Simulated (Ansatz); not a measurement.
## Electronic structure of CH4BF···H2O in real space

```csv
atom,x (Å),y (Å),z (Å)
B,0.3004,-0.0896,0.3446
H,0.5673,-0.7590,1.3284
C,1.3327,0.0060,-0.8515
H,1.3584,-0.9603,-1.3794
H,1.0479,0.7652,-1.5999
H,2.3573,0.2181,-0.5127
F,-1.0409,-0.1431,-0.0245
O,0.3397,1.5042,1.0726
H,-0.2361,1.4779,1.8470
H,-0.0721,2.1112,0.4426
```

Computed with RKS PBE0/def2-SVPD in Ansatz.

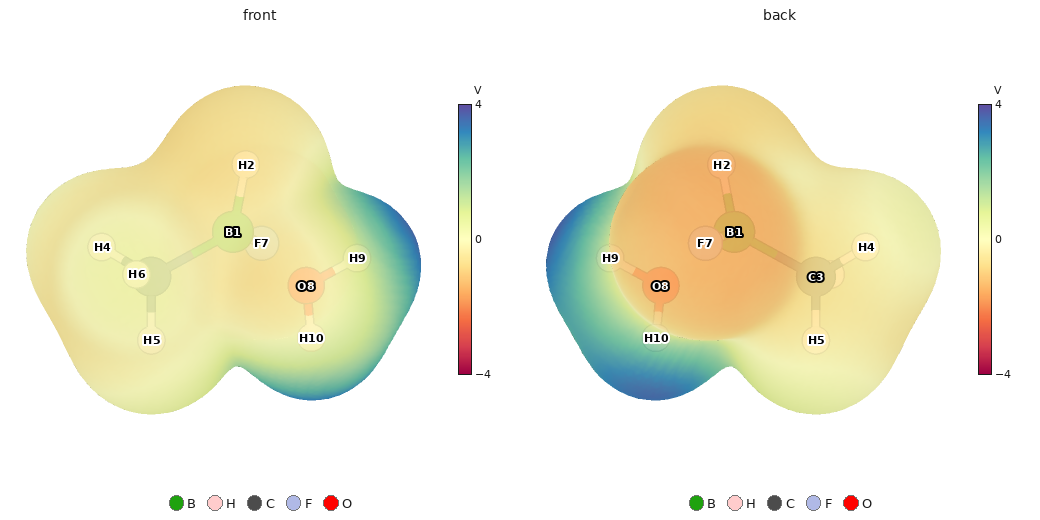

Figure 1. The molecular electrostatic potential painted on the density surface at 0.002 e/bohr³, seen from the front and from behind; the colour scale runs from red (negative) to blue (positive).

Which sites attract a positive test charge, and which a negative one?

A positive charge is drawn to the negative regions and a negative charge to the positive ones. The most negative region (about −1.5 V, or −35 kcal/mol for a unit charge) lies over F7, the most positive (about +3.6 V, or +83 kcal/mol for a unit charge) over H9 and H10.

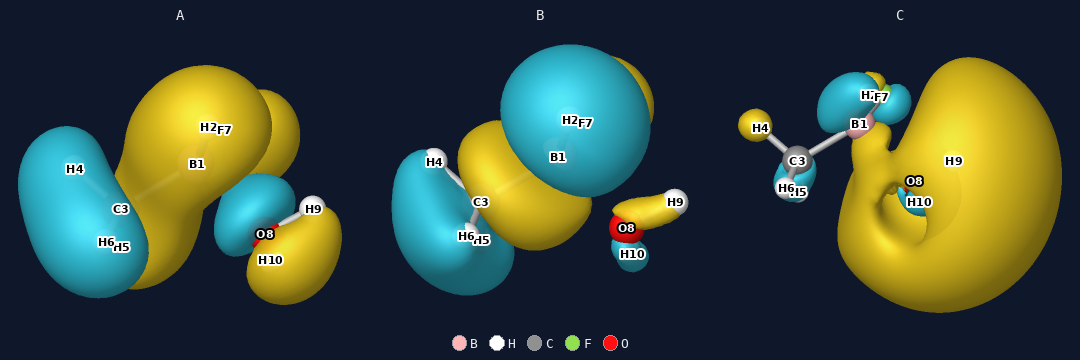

Figure 2. Three frontier orbitals at ±0.06 Å⁻³ᐟ² (yellow and cyan are the two phases), in no order.

Order the three orbitals by energy and name them.

A is the HOMO−1 (−9.60 eV). It lies mainly on C3 (about 25 %), F7 (about 20 %), B1 (about 15 %), O8 (about 10 %), H2 (about 10 %) and H6 (about 5 %). B is the HOMO (−8.03 eV). It lies mainly on B1 (about 25 %), C3 (about 25 %), H2 (about 25 %) and F7 (about 20 %). C is the LUMO (−0.47 eV). By Hirshfeld shares it lies mainly on H9 (about 35 %), H10 (about 30 %), O8 (about 15 %) and B1 (about 10 %).

What is the HOMO–LUMO gap?

7.56 eV between the orbital energies.

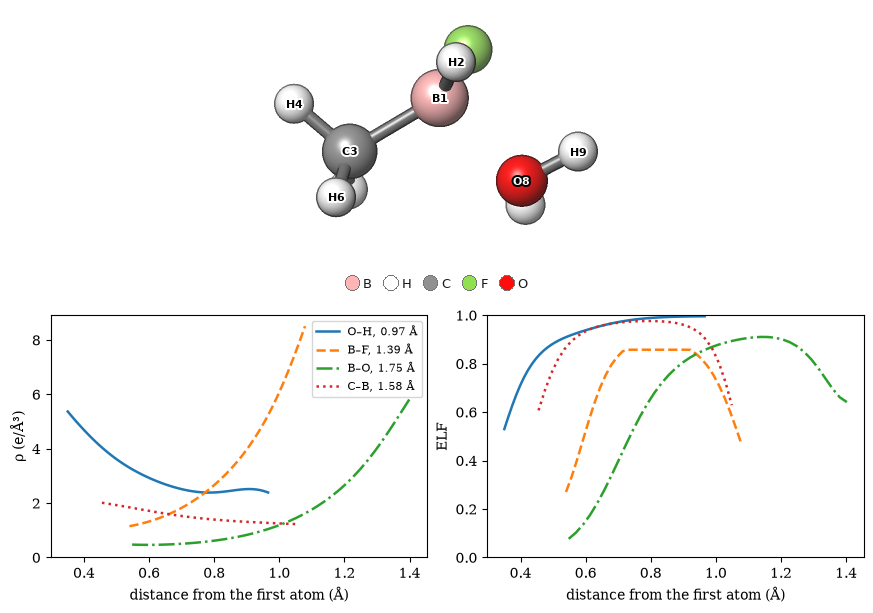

Figure 3. Total electron density and ELF along straight lines between neighbouring atoms. The curves leave out the atomic cores. The structure is drawn too.

Compare the contacts.

O–H (0.97 Å): ρ at the midpoint is about 3.8 e/Å³; the ELF climbs to about 1 towards the hydrogen, as it does in any bond to H (a covalent bond by its length).
B–F (1.39 Å): ρ at the midpoint is about 1.8 e/Å³; the ELF peaks at about 0.85 between the atoms, as expected for a shared but strongly polarised pair.
B1···O8 (1.75 Å): the density falls to about 0.46 e/Å³ on the way; the ELF peaks at about 0.90 between the atoms.
C–B (1.58 Å): ρ is about 1.4 e/Å³ halfway; the ELF peaks at about 1 between the atoms, as expected for localised, covalent bonding.
